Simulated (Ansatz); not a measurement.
Cell and atoms:

```yaml
crystal:
  lattice:
    - [5.60338, 0.00000, 0.00000]
    - [0.00000, 5.60338, 0.00000]
    - [0.00000, 0.00000, 5.60338]
  atoms:
    - { symbol: Ga, position: [0.00000, 0.00000, 0.00000] }
    - { symbol: As, position: [0.25000, 0.25000, 0.25000] }
    - { symbol: Ga, position: [0.00000, 0.50000, 0.50000] }
    - { symbol: As, position: [0.25000, 0.75000, 0.75000] }
    - { symbol: Ga, position: [0.50000, 0.00000, 0.50000] }
    - { symbol: As, position: [0.75000, 0.25000, 0.75000] }
    - { symbol: Ga, position: [0.50000, 0.50000, 0.00000] }
    - { symbol: As, position: [0.75000, 0.75000, 0.25000] }
```

Give a crystallographic description of this input.

The structure is one of GaAs. It belongs to space group F-43m (No. 216) and has a face-centred cubic lattice. The arrangement is known as zinc blende (sphalerite type). It has 8 atoms to the cell (4 Ga, 4 As). Around each Ga lie four As in a tetrahedral arrangement at 2.43 Å. Each As atom has four Ga in a tetrahedral arrangement at 2.43 Å around it. The bonds build a three-dimensional framework.

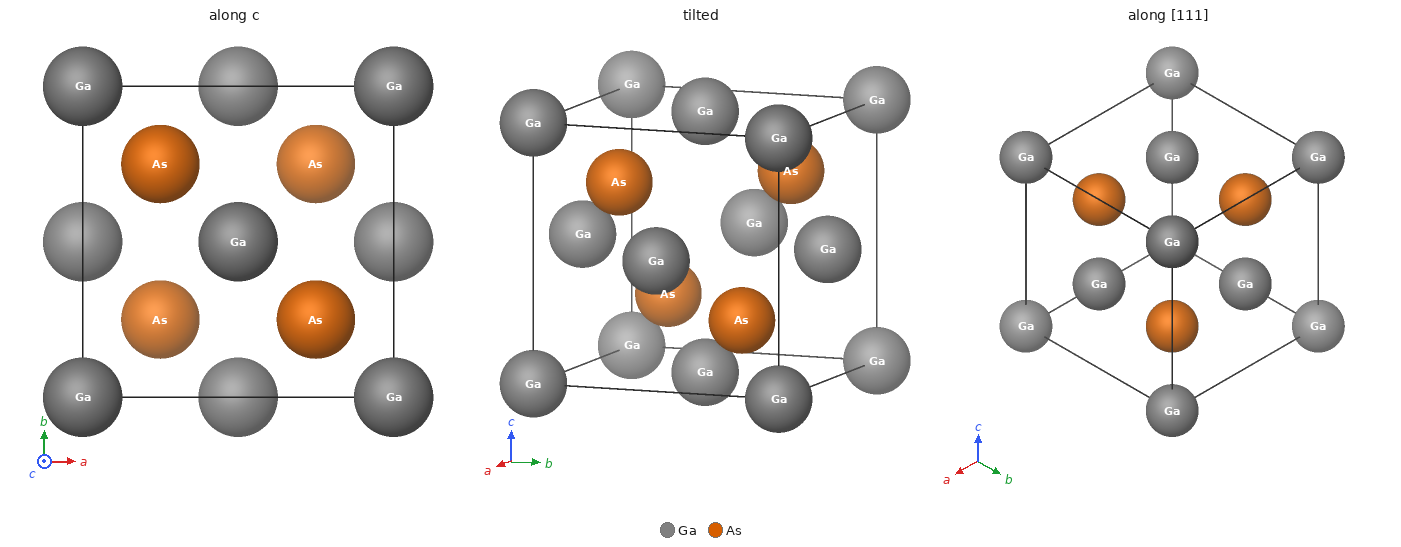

The crystal in a spheres-only representation, seen along the c axis, slightly off an axis and along [111]. The lines enclose the conventional unit cell; boundary atoms appear with their images.

Origin of the cell: a structure listed in the Materials Project. Earlier steps of the study may have refined or changed the cell and positions. It was the input of a calculation with Ansatz.
